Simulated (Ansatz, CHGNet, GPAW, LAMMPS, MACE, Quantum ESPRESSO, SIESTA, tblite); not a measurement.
## Running glassy 61Al2O3-39P2O5 (mol %) (104 atoms) with GPAW

Wanted: GPAW inputs and outputs for glassy 61Al2O3-39P2O5 (mol %) (104 atoms), checked against a plane-wave reference.

Program: GPAW 26.7.0. Level of theory: the method is named at each step. Results are calculated unless marked as measured.

## Step 1: The structure

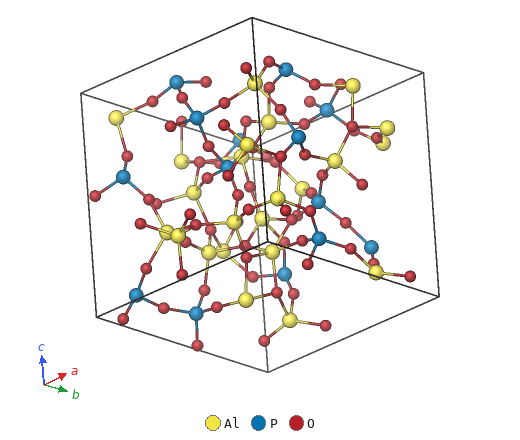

Start, viewed from a free direction; aluminium yellow, phosphorus blue, oxygen red. Some periodic images of atoms are drawn too.

The cell holds 104 atoms: 22 Al, 14 P and 68 O. Cell: a = 10.928 Å, b = 10.928 Å, c = 10.928 Å, α = 90.0°, β = 90.0°, γ = 90.0°. 104 atoms (22 Al, 14 P, 68 O) placed at random at 2.66 g/cm³, melted at 4000 K for 10 ps at fixed volume with the Morse and Coulomb pair potential with partial charges (Pedone, Malavasi, Menziani, Cormack and Segre, J. Phys. Chem. B 110, 11780 (2006)). Quenched from 4000 K to 300 K at 50 K/ps and fixed volume, held 10 ps at zero pressure.

The yardstick, on the same geometry:

```
method                                           : Kohn-Sham DFT, PBE, PAW, plane waves (Ansatz 0.2.0); cutoff 420 eV, Γ point, fermi-dirac smearing of 0.05 eV; PAW set soft_2
r.m.s. force component                           : 1.123 eV/Å
longest force                                    : 4.833 eV/Å
pressure                                         : 4.807 GPa
gap (highest filled to lowest empty level) : 3.341 eV
SCF cycles                                       : 9
time                                             : 18 s on 4 threads of Arm Neoverse V2, shared host
CPU time                                         : 67 s
```

## Step 2: PBE, LCAO dzp, h 0.18 Å

Method: Kohn-Sham DFT, PBE, PAW, atomic orbitals (dzp).

Contents of run.py:

```python
import numpy as np
from ase.io import read
from gpaw import GPAW, FermiDirac
from ase.parallel import parprint as print

atoms = read("structure.xyz")
atoms.calc = GPAW(
    mode="lcao",
    basis="dzp",
    h=0.18,
    xc="PBE",
    kpts={"size": (1, 1, 1), "gamma": True},
    occupations=FermiDirac(0.05),
    maxiter=200,
    symmetry={"point_group": False},
    txt="gpaw.txt",
)
energy = atoms.get_potential_energy(force_consistent=True)
forces = atoms.get_forces()
print(f"energy {energy:.6f} eV")
print("forces (eV/A)")
for i, (a, f) in enumerate(zip(atoms, forces)):
    print(f"{i:4d} {a.symbol:2s} {f[0]:10.5f} {f[1]:10.5f} {f[2]:10.5f}")
print(f"Fermi level {atoms.calc.get_fermi_level():.4f} eV")
for k in range(len(atoms.calc.get_ibz_k_points())):
    for s in range(atoms.calc.get_number_of_spins()):
        e = atoms.calc.get_eigenvalues(kpt=k, spin=s)
        n = np.searchsorted(e, atoms.calc.get_fermi_level())
        print(f"k {k} spin {s} levels about the Fermi level:", np.round(e[max(n - 6, 0):n], 4).tolist(), "|", np.round(e[n:n + 6], 4).tolist())
```

Contents of structure.xyz:

```xyz
104
Lattice="10.92802 0.00000 0.00000 0.00000 10.92802 0.00000 0.00000 0.00000 10.92802" Properties=species:S:1:pos:R:3 pbc="T T T"
Al 2.02518 5.49581 3.82513
Al 9.35122 0.77217 5.44456
Al 5.14382 6.34404 3.01045
Al 3.98348 8.40496 0.57558
Al 9.10435 6.67298 6.18701
Al 1.71537 5.10666 6.75461
Al 10.86890 8.38343 7.62087
Al 3.02291 6.99907 8.53544
Al 4.60452 0.84933 2.62808
Al 8.82153 3.07722 3.57117
Al 9.23603 8.70854 1.20405
Al 4.40366 5.19059 0.63186
Al 5.76759 6.05511 9.06293
Al 2.58776 2.26079 3.81858
Al 0.66661 7.85419 4.93477
Al 5.56826 3.54844 3.62701
Al 8.83989 2.09086 8.93781
Al 8.55577 10.46402 8.17689
Al 10.91021 6.28394 9.15101
Al 4.06260 9.73512 7.29117
Al 0.94910 1.20022 9.69862
Al 3.82197 7.22080 5.29386
P 8.48943 5.93271 2.42679
P 1.04024 9.06687 10.51407
P 6.75395 8.85760 9.99717
P 7.50012 10.34807 3.42025
P 4.81980 4.15461 6.71789
P 9.79325 3.68384 6.38142
P 0.28566 2.38919 1.56019
P 1.51998 0.78441 6.52075
P 1.12854 5.33156 1.10898
P 8.22508 4.81893 10.48609
P 3.94633 2.14309 10.65591
P 6.39191 8.26737 5.50892
P 5.63460 1.52522 8.19219
P 2.80074 9.51590 3.49194
O 0.10229 0.35680 5.96768
O 8.17438 9.70638 2.23030
O 9.69687 0.68792 9.05485
O 6.78685 5.16863 10.18295
O 3.55576 8.83082 4.62594
O 3.54909 9.22347 2.21041
O 9.93379 2.36734 2.43247
O 2.12801 1.72291 5.44937
O 0.29047 4.10271 6.44546
O 9.44279 9.15211 7.81244
O 6.18187 0.06688 2.95133
O 8.04641 8.51173 10.74487
O 1.58751 5.76158 8.45162
O 4.41700 3.56002 10.86671
O 3.05777 0.08021 3.55051
O 5.24862 4.26127 5.23944
O 3.58854 6.82018 6.83176
O 6.45289 7.63268 9.12359
O 5.57613 7.29270 4.67053
O 7.08070 6.31377 2.89625
[... 44 atom lines left out ...]
O 0.98757 8.60461 6.45474
O 9.57371 2.67715 5.26774
O 5.39637 8.89716 6.42644
O 9.25243 7.15184 1.97284
```

Run with:

```sh
> OMP_NUM_THREADS=1 mpirun -np 2 gpaw python run.py > output.txt
```

The program printed:

```text
energy -692.593615 eV
forces (eV/A)
   0 Al    0.16890    0.00134   -1.15336
   1 Al    2.72905    0.05006    4.18343
   2 Al    2.17852    0.09765   -1.68418
   3 Al    1.13369   -0.73596    1.14042
   4 Al   -0.32476    0.35410    0.09213
   5 Al   -0.06582    1.34227   -0.34752
   6 Al   -1.39768    0.95607    1.35686
   7 Al    0.32842    0.97660   -1.30812
   8 Al   -0.06678   -1.79991    0.08689
   9 Al   -0.41045    1.34849   -0.37390
  10 Al   -0.83843    0.09213   -1.55237
  11 Al   -0.99796    0.87401    0.58844
  12 Al   -0.32561    0.61605   -0.45914
  13 Al   -1.59360   -0.72231    0.81860
  14 Al   -0.40439    0.43279    1.32388
  15 Al    0.47959    0.40574   -0.13596
  16 Al   -2.67059    1.89359    2.05360
  17 Al    0.37276    1.65985   -0.74385
  18 Al   -1.28095   -0.90990    0.47073
  19 Al   -1.29311    0.47912    0.49582
  20 Al   -0.39894   -1.13543   -2.08612
  21 Al   -0.69561    0.40656   -2.68100
  22 P    -2.39855   -0.54941    0.42580
  23 P     0.52807    0.30861    0.15687
[...]
96 O     1.41723   -1.62758   -0.96354
  97 O     0.19121   -1.28189    0.29844
  98 O    -1.12276    0.01828    0.94095
  99 O     0.46123   -1.20228    1.71387
 100 O     3.91580    1.02088   -2.63789
 101 O    -0.97281   -3.08702   -4.05979
 102 O    -0.39999    1.07861    1.19589
 103 O     2.20844    1.26429    0.64221
Fermi level 4.8771 eV
k 0 spin 0 levels about the Fermi level: [2.922, 2.9896, 3.0171, 3.1193, 3.2, 3.3603] | [6.5533, 7.7335, 7.8321, 8.0779, 8.1804, 8.3908]
```

gpaw.txt:

```text
Input parameters:
  mode=LCAO(),
  basis={'default': 'dzp'},
  h=0.18,
  kpts=MonkhorstPack(size=(1, 1, 1), gamma=True),
  maxiter=200,
  occupations=Occupations(name='fermi-dirac', width=0.05, fixmagmom=False),
  symmetry=Symmetry(point_group=False),
  xc=XC(name='PBE')
Unit cell  # Å
| periodic |         x |         y |         z |   lengths |    angles |
|----------|-----------|-----------|-----------|-----------|-----------|
|      yes | 10.928020 |  0.000000 |  0.000000 | 10.928020 | 90.000000 |
|      yes |  0.000000 | 10.928020 |  0.000000 | 10.928020 | 90.000000 |
|      yes |  0.000000 |  0.000000 | 10.928020 | 10.928020 | 90.000000 |
Number of symmetries: 1
Symmetry operations  # r_c * U_cc + t_c -> r_c
|   | kind |            matrix            |
|---|------|------------------------------|
| 0 |  E   |  1, 0, 0,  0, 1, 0,  0, 0, 1 |
BZ-sampling:
  Number of BZ points: 1
  Number of IBZ points: 1
  Monkhorst-Pack size: [1, 1, 1]
  Monkhorst-Pack shift: [0, 0, 0]
[... lines left out ...]
        l=0, rc=2.2969 Bohr: 2s-dz split-valence wave
        l=1, rc=2.8906 Bohr: 2p-dz split-valence wave
        l=2, rc=5.3906 Bohr: d-type Gaussian polarization
      Number of RI-basis functions 0
Reference energy: -414294.059526  # eV
eigensolver:
density mixing:
  MSR1-Mixer
occupation numbers:
  Fermi-Dirac:
    width: 0.0500  # eV
FastPoissonSolver using
    Stencil: 6*3+1=19 point O(h^6) finite-difference Laplacian
xc functional:
  name: PBE with 2 nearest neighbor stencil
interpolation: tri-quintic # 5. degree polynomial
Initialization done in: 5.627 s
convergence criteria:
- Maximum [total energy] change in last 3 cyles: 0.0005 eV / valence electron
- Maximum integral of absolute [dens]ity change: 0.0001 electrons / valence electron
- Maximum integral of absolute [eigenst]ate change: 4e-08 eV^2 / valence electron
maximum number of iterations: 200
SCF iterations
|iter     |      energy | eigst |  dens |
|---------|-------------|-------|-------|
|iter:   1| -768.168271 |      c|       |
|iter:   2| -749.319193 |      c| -0.77 |
|iter:   3| -692.198343 |      c| -0.81 |
|iter:   4| -692.446186 |      c| -1.45 |
|iter:   5| -692.633841 |      c| -1.76 |
|iter:   6| -692.594709c|      c| -2.33 |
|iter:   7| -692.593885c|      c| -3.06 |
|iter:   8| -692.593625c|      c| -3.47 |
|iter:   9| -692.593615c|      c| -4.06c|
Converged in 9 steps
SCF loop duration: 66.689 s (7.410 s/step)
Energy contributions relative to reference atoms: (reference = -414294.059526)
Energy contributions:
  Kinetic:         822.821862
  Coulomb:        -666.966031
  Zero:             10.775603
  External:          0.000000
  Xc:             -859.225048
  Entropy:          -0.000000
  Spinorbit:         0.000000
  ----------------------------
  Free energy:    -692.593615
  Extrapolated:   -692.593615
dipole moment: (-55.396642, -75.558998, 107.641057)  # |e|*Ang
Fermi level: 4.877
Eigenvalues  # (at kpt = [0.000, 0.000, 0.000])
| band index |      eig [eV] | occ [0-2] |
|------------|---------------|-----------|
|          0 |       -20.391 |     2.000 |
|        ... |               |           |
|        264 |         2.661 |     2.000 |
|        265 |         2.822 |     2.000 |
[...]
|        279 |         8.498 |     0.000 |
|        ... |               |           |
|        330 |        11.739 |     0.000 |
Gap: 3.193 eV
Transition (v -> c):
  (s=0, k=0, n=271, [0.00, 0.00, 0.00]) -> (s=0, k=0, n=272, [0.00, 0.00, 0.00])
No difference between direct/indirect transitions
Force computation time: 15.724  # s
```

It took 90 s on 2 MPI ranks of Arm Neoverse V2, shared host; peak memory 2 GiB; 3 min of CPU time.

Banners, paths, timers and routine set-up lines are dropped from the logs unmarked, and long logs keep their key lines alone; longer cuts are marked.

Against the reference:

- r.m.s. force component: 1.382 eV/Å
- r.m.s. difference of force components: 452 meV/Å
- longest difference of force vectors: 1481 meV/Å
- force difference over r.m.s. force: 40.23 %
- slope of forces against the reference's: 1.175
- correlation of force components: 0.9557
- gap (highest filled to lowest empty level): 3.193 eV
- gap difference: -0.1478 eV

This run lies far from the reference in forces at the same functional.

Length of the force difference by element (eV/Å):

| element | atoms | mean | most |
| --- | --- | --- | --- |
| Al | 22 | 0.30 | 0.51 |
| O | 68 | 0.88 | 1.5 |
| P | 14 | 0.29 | 0.56 |

Levels nearest the highest filled one (eV from it): -0.44, -0.37, -0.34, -0.24, -0.16, 0.00, 3.19, 4.37, 4.47, 4.72, 4.82, 5.03.

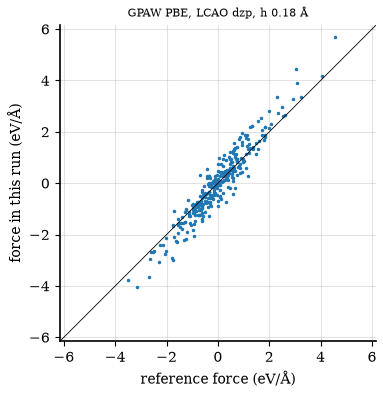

Force components against those of the reference; the line marks equality.

Local excerpt of 12 atoms (numbers count through the whole input) about P28, one of the 14 P atoms; x, y, z are measured from there.

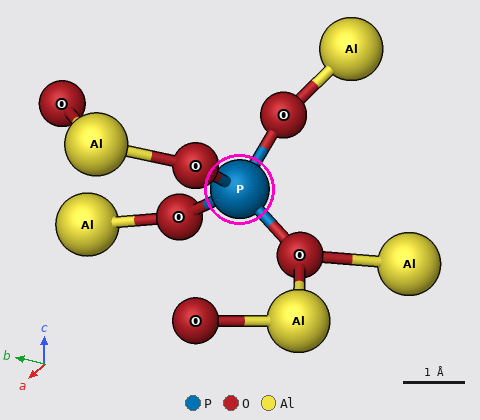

The atoms of the table, within 3.4 Å (arrows a, b, c point along x, y, z); some may hide others; the central atom is ringed.

| atom | x | y | z | distance (Å) | bonds | Fx | Fy | Fz (eV/Å) |
| --- | --- | --- | --- | --- | --- | --- | --- | --- |
| P28 | 0.00 | 0.00 | 0.00 | 0.00 | 4 | -0.76 | 2.67 | 3.37 |
| O45 | 1.43 | 0.42 | 0.06 | 1.49 | 2 | 3.35 | -0.05 | 0.05 |
| O102 | -0.22 | -1.01 | -1.11 | 1.52 | 3 | -0.97 | -3.09 | -4.06 |
| O78 | -0.85 | 1.23 | -0.26 | 1.52 | 2 | -2.17 | 0.26 | -0.91 |
| O65 | -0.42 | -0.60 | 1.34 | 1.53 | 2 | 0.73 | 1.19 | -1.06 |
| Al10 | -0.97 | -0.61 | -2.81 | 3.03 | 4 | -0.41 | 1.35 | -0.37 |
| Al5 | -0.69 | 2.99 | -0.19 | 3.07 | 4 | -0.32 | 0.35 | 0.09 |
| Al2 | -0.44 | -2.91 | -0.94 | 3.09 | 4 | 2.73 | 0.05 | 4.18 |
| Al17 | -0.95 | -1.59 | 2.56 | 3.16 | 4 | -2.67 | 1.89 | 2.05 |
| Al6 | 2.85 | 1.42 | 0.37 | 3.21 | 4 | -0.07 | 1.34 | -0.35 |
| O66 | 0.47 | 3.05 | 1.12 | 3.28 | 3 | 0.50 | -1.54 | 1.80 |
| O70 | -0.69 | 1.15 | -3.08 | 3.36 | 2 | 1.39 | 0.42 | 0.76 |

Atoms are counted from 1 here, from 0 in the log.

Forces lie 40 % from the reference's, at 2.7 times its CPU time (on 2 against 4 cores).

The difference per atom is largest on O (0.88 eV/Å on average, against 0.30 on Al).

## Step 3: PBE, LCAO szp(dzp), h 0.18 Å

Method: Kohn-Sham DFT, PBE, PAW, atomic orbitals (szp(dzp)).

Changes to run.py since step 2:

```diff
@@ -3,3 +3,2 @@
 from gpaw import GPAW, FermiDirac
-from ase.parallel import parprint as print
 
@@ -8,3 +7,3 @@
     mode="lcao",
-    basis="dzp",
+    basis="szp(dzp)",
     h=0.18,
```

structure.xyz is that of step 2.

Run with:

```sh
> OMP_NUM_THREADS=1 python run.py > output.txt
```

The program printed:

```text
energy -656.526862 eV
forces (eV/A)
   0 Al    0.04894   -0.26685   -1.33771
   1 Al    2.60778   -0.09153    4.81963
   2 Al    2.48035    0.13165   -1.79998
   3 Al    1.20259   -0.60792    1.17447
   4 Al   -0.12764    0.46530   -0.37896
   5 Al   -0.14544    1.20484   -0.35621
[...]
101 O    -1.07688   -3.46062   -4.50480
 102 O    -0.58424    1.22357    1.30458
 103 O     2.49087    1.75752    0.47558
Fermi level 5.0491 eV
k 0 spin 0 levels about the Fermi level: [3.2101, 3.2713, 3.2992, 3.386, 3.5498, 3.6684] | [6.7658, 7.8493, 7.9834, 8.14, 8.2948, 8.4583]
```

gpaw.txt:

```text
Input parameters:
  mode=LCAO(),
  basis={'default': 'szp(dzp)'},
  h=0.18,
  kpts=MonkhorstPack(size=(1, 1, 1), gamma=True),
  maxiter=200,
  occupations=Occupations(name='fermi-dirac', width=0.05, fixmagmom=False),
[... lines left out ...]
  Fermi-Dirac:
[... lines left out ...]
convergence criteria:
- Maximum [total energy] change in last 3 cyles: 0.0005 eV / valence electron
[... lines left out ...]
Converged in 9 steps
[... lines left out ...]
  Free energy:    -656.526862
[... lines left out ...]
Fermi level: 5.049
[... lines left out ...]
|        ... |               |           |
|        330 |        12.086 |     0.000 |
Gap: 3.097 eV
Transition (v -> c):
  (s=0, k=0, n=271, [0.00, 0.00, 0.00]) -> (s=0, k=0, n=272, [0.00, 0.00, 0.00])
No difference between direct/indirect transitions
Force computation time: 23.012  # s
timing:  # [seconds]
  Total:  120.007  # ━━━━━━━━━━━━━━━━━━━━━━━━━━━━━━━━━━━━━━━━━━━━━━━━━━━━━━━━
  Init:     8.770  # ━━━━
  SCF:     88.195  # ━━━━━━━━━━━━━━━━━━━━━━━━━━━━━━━━━━━━━━━━━
  Forces:  23.012  # ━━━━━━━━━━╸
```

Run time: 2 min. Hardware: 1 thread; peak memory 1.6 GiB.

Compared with the plane-wave run:

* r.m.s. force component: 1.489 eV/Å
* r.m.s. difference of force components: 594.2 meV/Å
* longest difference of force vectors: 2035 meV/Å
* force difference over r.m.s. force: 52.89 %
* slope of forces against the reference's: 1.238
* correlation of force components: 0.9344
* gap (highest filled to lowest empty level): 3.097 eV
* gap difference: -0.2434 eV

This is a coarse setting, run to see what it loses.

Against the first run (40 %), the force difference from the reference is 53 %, at 0.67 times the CPU time (on 1 against 2 cores), with 936 basis functions against 1352: the smaller basis costs accuracy.

## Step 4: LDA, LCAO dzp, h 0.18 Å

Method: Kohn-Sham DFT, LDA, PAW, atomic orbitals (dzp).

Changes to run.py since step 3:

```diff
@@ -3,2 +3,3 @@
 from gpaw import GPAW, FermiDirac
+from ase.parallel import parprint as print
 
@@ -7,5 +8,5 @@
     mode="lcao",
-    basis="szp(dzp)",
+    basis="dzp",
     h=0.18,
-    xc="PBE",
+    xc="LDA",
     kpts={"size": (1, 1, 1), "gamma": True},
```

structure.xyz is that of step 3.

Run with:

```sh
> OMP_NUM_THREADS=1 mpirun -np 2 gpaw python run.py > output.txt
```

The program printed:

```text
energy -772.032605 eV
forces (eV/A)
   0 Al    0.22587   -0.03283   -1.10642
   1 Al    2.55822    0.03843    4.18580
   2 Al    2.05574    0.00522   -1.69808
   3 Al    1.12155   -0.76650    1.21239
   4 Al   -0.23217    0.34222    0.06813
   5 Al   -0.06797    1.32161   -0.34797
   6 Al   -1.41970    0.89838    1.28930
   7 Al    0.46892    0.94551   -1.32352
   8 Al   -0.10715   -1.65020    0.13472
   9 Al   -0.40891    1.38597   -0.40409
  10 Al   -0.90188   -0.01583   -1.53426
  11 Al   -1.11407    0.81092    0.65784
  12 Al   -0.34288    0.63487   -0.38897
  13 Al   -1.56847   -0.59539    0.84330
  14 Al   -0.39853    0.41896    1.41663
  15 Al    0.41617    0.36655   -0.13426
  16 Al   -2.56431    1.85756    1.88632
  17 Al    0.44079    1.59620   -0.75560
  18 Al   -1.22834   -0.84426    0.46703
  19 Al   -1.24395    0.47053    0.53101
  20 Al   -0.30367   -1.21431   -1.94073
  21 Al   -0.63746    0.41634   -2.62109
  22 P    -2.36285   -0.56570    0.35825
  23 P     0.48953    0.31499    0.10300
[...]
96 O     1.39236   -1.40113   -0.98606
  97 O     0.06811   -1.04533    0.13523
  98 O    -0.77382   -0.03240    0.97665
  99 O     0.58538   -1.10838    1.54264
 100 O     3.54784    0.81359   -2.59591
 101 O    -1.02343   -2.89500   -3.80099
 102 O    -0.34939    0.89138    0.95727
 103 O     1.86809    1.07829    0.59302
Fermi level 4.4624 eV
k 0 spin 0 levels about the Fermi level: [2.5531, 2.6219, 2.646, 2.7529, 2.8244, 2.9851] | [6.0956, 7.2473, 7.3734, 7.6075, 7.7061, 7.9319]
```

gpaw.txt:

```text
Input parameters:
  mode=LCAO(),
  basis={'default': 'dzp'},
  h=0.18,
  kpts=MonkhorstPack(size=(1, 1, 1), gamma=True),
  maxiter=200,
  occupations=Occupations(name='fermi-dirac', width=0.05, fixmagmom=False),
  symmetry=Symmetry(point_group=False),
  xc=XC(name='LDA')
Unit cell  # Å
| periodic |         x |         y |         z |   lengths |    angles |
[... lines left out ...]
  Fermi-Dirac:
[... lines left out ...]
convergence criteria:
- Maximum [total energy] change in last 3 cyles: 0.0005 eV / valence electron
[... lines left out ...]
Converged in 9 steps
[... lines left out ...]
  Coulomb:        -548.024635
  Zero:             10.105746
  External:          0.000000
  Xc:             -921.253111
  Entropy:          -0.000000
  Spinorbit:         0.000000
  ----------------------------
  Free energy:    -772.032605
  Extrapolated:   -772.032605
dipole moment: (-55.458409, -75.613509, 107.510909)  # |e|*Ang
Fermi level: 4.462
Eigenvalues  # (at kpt = [0.000, 0.000, 0.000])
| band index |      eig [eV] | occ [0-2] |
|------------|---------------|-----------|
|          0 |       -20.528 |     2.000 |
|        ... |               |           |
|        264 |         2.293 |     2.000 |
|        265 |         2.449 |     2.000 |
[...]
|        279 |         8.031 |     0.000 |
|        ... |               |           |
|        330 |        11.191 |     0.000 |
Gap: 3.110 eV
Transition (v -> c):
  (s=0, k=0, n=271, [0.00, 0.00, 0.00]) -> (s=0, k=0, n=272, [0.00, 0.00, 0.00])
No difference between direct/indirect transitions
Force computation time: 17.202  # s
```

Elapsed: 89 s, on 2 MPI ranks; peak memory 2 GiB; 2.9 min of CPU time.

Numbers from this run, and their distance from the reference:

* r.m.s. force component: 1.279 eV/Å
* r.m.s. difference of force components: 309.5 meV/Å
* longest difference of force vectors: 1092 meV/Å
* force difference over r.m.s. force: 27.55 %
* slope of forces against the reference's: 1.11
* correlation of force components: 0.975
* gap (highest filled to lowest empty level): 3.111 eV
* gap difference: -0.2303 eV

Against the first run (40 %), the force difference from the reference is 28 %, at 0.98 times the CPU time; another functional landing nearer a PBE reference means that errors partly cancel.

The difference per atom is largest on O (0.59 eV/Å on average, against 0.23 on P).

(Continued in part 2 of 2.)

[Also dropped from logs without a mark: logging warnings of Python, and SIESTA's first energy breakdown and zero terms.]

[Logs are printed without paths, hosts, clocks, repeated set-up lines and the standing remarks that a program may print on its own settings, such as how far it seeks lower states.]

[Hosts, paths, dates, database ids (printed as entryN), source tags and the programs' standing remarks are cut or masked in the printed files.]
